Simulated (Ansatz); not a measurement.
**ZnSnO3, pressure series**

Consider ZnSnO₃ (space group R-3, No. 148; a = 5.308 Å, c = 14.025 Å (hexagonal axes); a cell from a computed database, its experimental status unchecked).

Cell and atoms are relaxed at each pressure.

Computed with PBEsol, PAW, 420 eV (Ansatz, a program for electronic structure; scalar-relativistic without spin-orbit coupling).

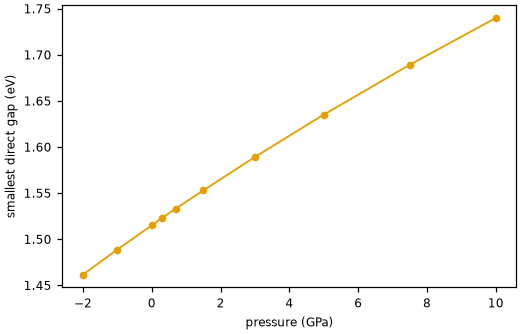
Figure. Smallest direct gap against pressure

Task: From the plot, what is the smallest direct gap for pressure 7.5 GPa?

Result: About 1.69 eV.

Task: Is the trend monotonic over the range shown?

Result: Yes, it rises throughout, spanning 1.46 eV to 1.74 eV.

Load acts through the strain it causes; cell and atoms are relaxed under it. Stability against distortions was not tested. No other phases were tried under pressure.
